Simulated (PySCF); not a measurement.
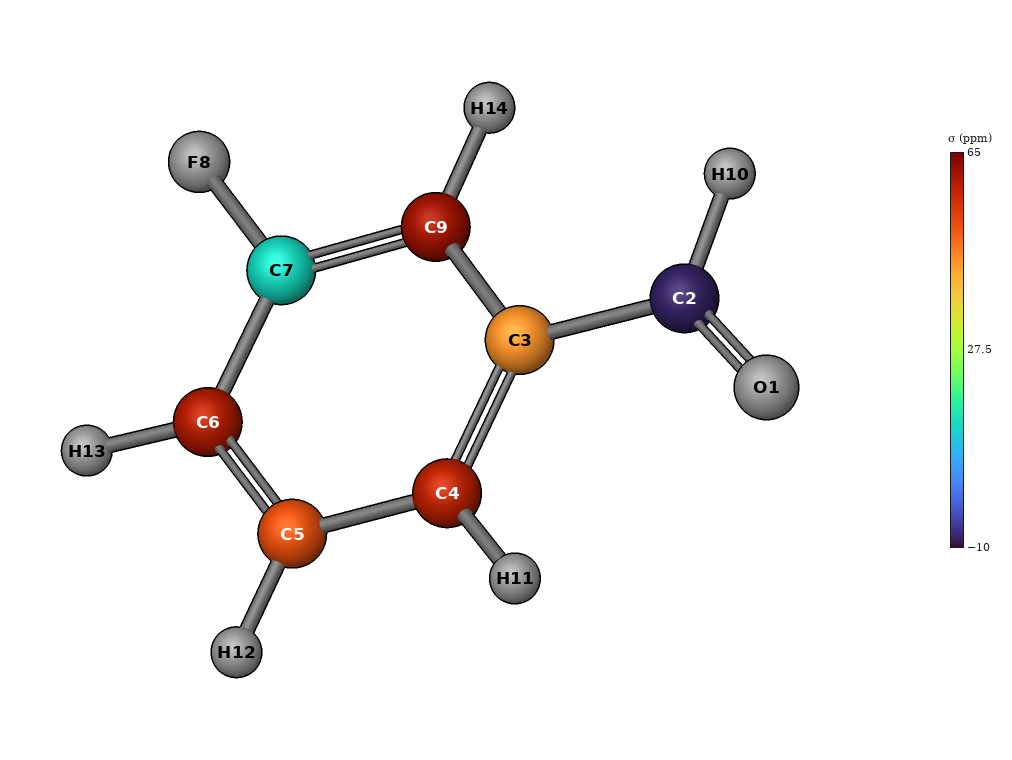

Atoms are coloured by their isotropic NMR shieldings (C only, the others grey). The computed structure is the end point of a GFN2-xTB optimisation. No frequency run is at hand to confirm it as a minimum. Level of theory: GIAO PBE0/pcSseg-1 NMR shielding, non-relativistic, gas phase (PySCF 2.14.0).

List the isotropic NMR shieldings of the C atoms.

```tsv
atom	σ (ppm)
C2	−8.0
C3	44.2
C4	57.7
C5	50.6
C6	59.1
C7	13.7
C9	60.8
```
